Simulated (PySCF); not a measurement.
## A study: C$_{2}$H$_{3}$Cl$_{2}$, doublet, SMILES `Cl[CH]CCl`

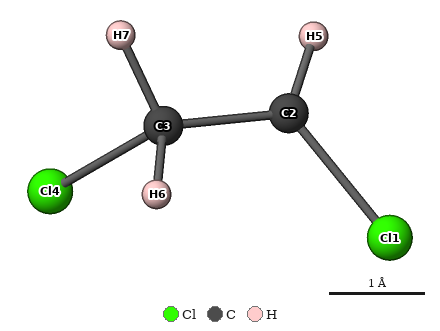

The molecule, with its atoms numbered as below. No frequency check shows the geometry to be a minimum.

Cartesian coordinates (Å):

```
Cl1     -1.8463   -0.3596   -0.0791
C2      -0.6409    0.7096    0.4243
C3       0.5440    0.8920   -0.3669
Cl4      1.8356   -0.4164    0.0662
H5      -0.6885    1.0163    1.4548
H6       0.3922    0.7450   -1.4324
H7       1.0599    1.8225   -0.1478
```

### 1. Bonding charge

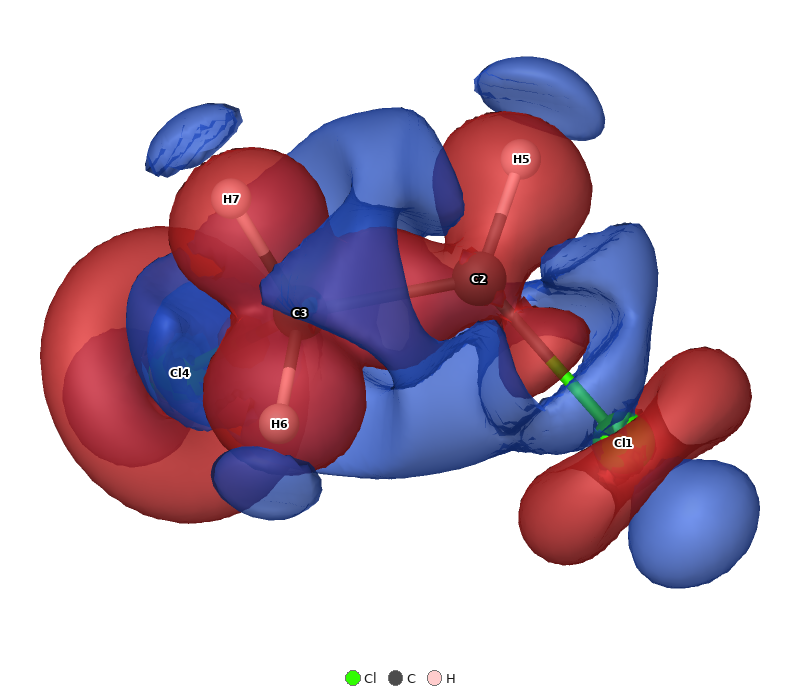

Deformation density (molecule less spherical, spin-averaged free atoms at the same positions), surfaces at ±0.04 e/Å³; red: gain, blue: loss.

Level of theory: BP86/def2-SVP (PySCF), at a geometry from GFN2-xTB. The stability of the open-shell solution wasn't checked. GFN2-xTB doesn't know the spin state, so this open-shell geometry is rough.

> How much density has each bond gained at its critical point, relative to the free atoms?

C2–H5: +0.72 e/Å³ at the bond critical point (bond length 1.08 Å, Mayer order 1.0). C3–H6: +0.71 e/Å³ at the bond critical point (bond length 1.09 Å, Mayer order 0.9). C3–H7: +0.71 e/Å³ at the bond critical point (bond length 1.09 Å, Mayer order 0.9). C2–C3: +0.56 e/Å³ at the bond critical point (bond length 1.44 Å, Mayer order 1.2). Cl1–C2: +0.20 e/Å³ at the bond critical point (bond length 1.69 Å, Mayer order 1.2). C3–Cl4: +0.06 e/Å³ at the bond critical point (bond length 1.89 Å, Mayer order 0.9). In all, 1.5 electrons gather in the regions of gain relative to the promolecule. A small or negative value marks a very polar bond, one between electron-rich atoms, whose free-atom densities already overlap strongly, a long bond to a heavier atom, or a closed-shell contact such as a hydrogen bond.

> Where do the Hirshfeld charges lie?

The highest Hirshfeld charge is on H7 (+0.06 e), the lowest on Cl4 (−0.12 e).

### 2. Bond critical points

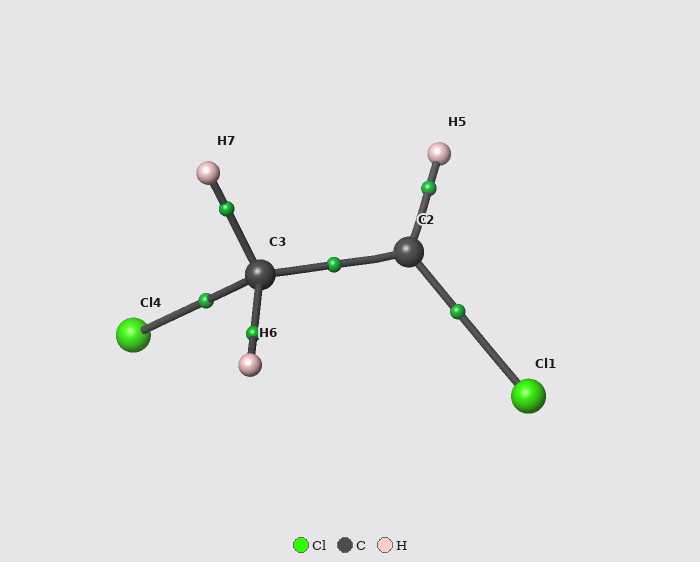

Molecular graph of the electron density (QTAIM): bond paths, bond critical points (green), ring points (magenta, if any); weak paths are dashed.

> How many critical points of each kind are there, and does the count close?

7 nuclei, 6 bond, 0 ring and 0 cage critical points: 7 − 6 + 0 − 0 = 1, as the Poincaré–Hopf relation requires.

> What does the calculation give at each kind of bond critical point?

```tsv
bond	length (Å)	ρ (a.u.)	∇²ρ (a.u.)	ε	H (a.u.)
C2–C3	1.436	0.285	−0.69	0.11	−0.253
C2–H5	1.076	0.284	−1.10	0.06	−0.315
C3–H6	1.086	0.282	−1.09	0.02	−0.309
C3–H7	1.086	0.281	−1.08	0.02	−0.307
Cl1–C2	1.688	0.216	−0.32	0.11	−0.164
C3–Cl4	1.889	0.140	−0.06	0.01	−0.066
```

> What kind of interaction is C3–Cl4?

Shared-shell (covalent): ρ = 0.140, ∇²ρ = −0.06, H = −0.066 a.u.

### 3. Local ionisation energy

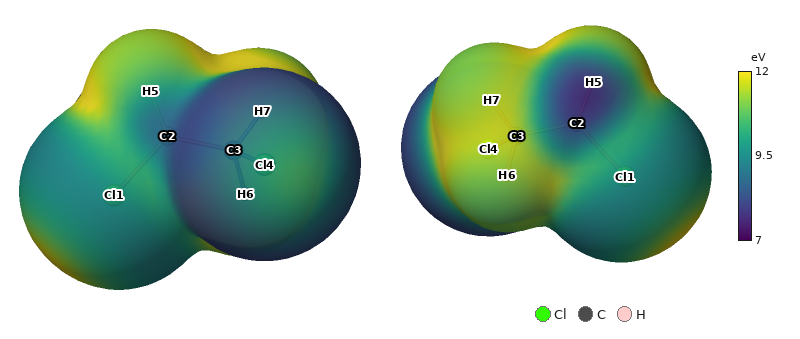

Average local ionisation energy on the surface of electron density 0.001 a.u. (back view left, front view right).

> Locate the minima of the map.

The lowest value is 7.6 eV, over C2, off the plane of its three bonds (2.0 Å). Further minima include 8.1 eV, 2.1 Å from Cl4; 8.1 eV, 2.1 Å from Cl4; 9.2 eV, near Cl1 (2.06 Å) and H6 (2.28 Å). For comparison, the highest occupied orbital lies at −5.1 eV.

### 4. Spin density

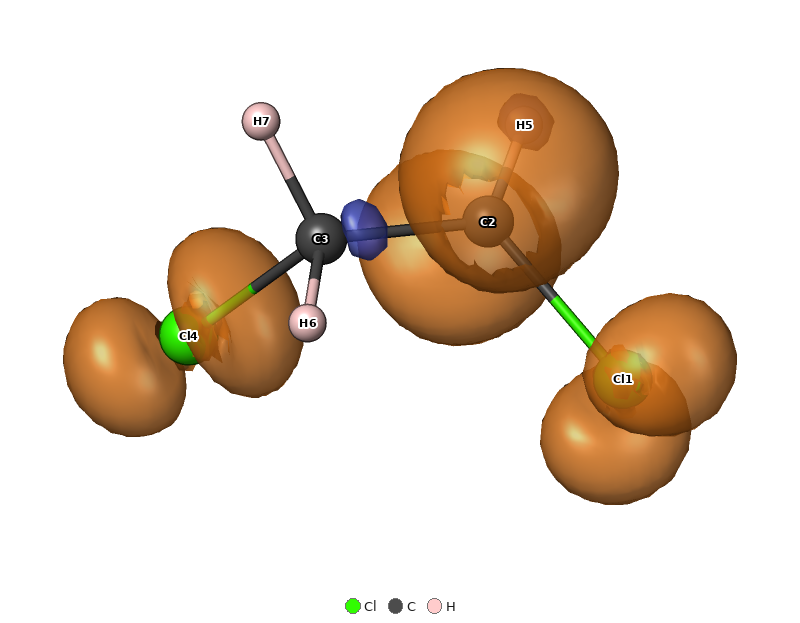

Spin density ρα − ρβ at ±0.03 e/Å³ (orange: excess α, blue: excess β).

> How is the spin shared among the atoms?

Hirshfeld spin populations: C2 +0.56, Cl1 +0.18, Cl4 +0.15 and C3 +0.05. ⟨S²⟩ = 0.75, as for a pure state.

### 5. In an electric field

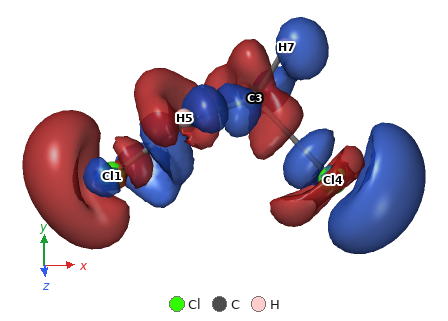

Change of the electron density in a uniform field of 0.21 V/Å, surfaces at ±0.002 e/Å³ (red: gain, blue: loss).

Computed with PySCF, B3LYP/def2-SVPD, geometry: GFN2-xTB. The stability of the open-shell solution wasn't checked. GFN2-xTB doesn't know the spin state, so this open-shell geometry is rough.

> Along which Cartesian direction does the field point?

Along +x: electrons gather on the −x side, against the field.

> What dipole is induced, and what polarisability does it imply?

The induced dipole is 0.75 D (along the field); α along this axis, from the fields in both directions, is 74 bohr³ (11.0 Å³).

> Which atoms gain and lose the most charge?

Electrons gather most on Cl1 (Hirshfeld charge changes by −0.022 e) and leave Cl4 most (+0.023 e); 0.054 electrons are displaced in all.
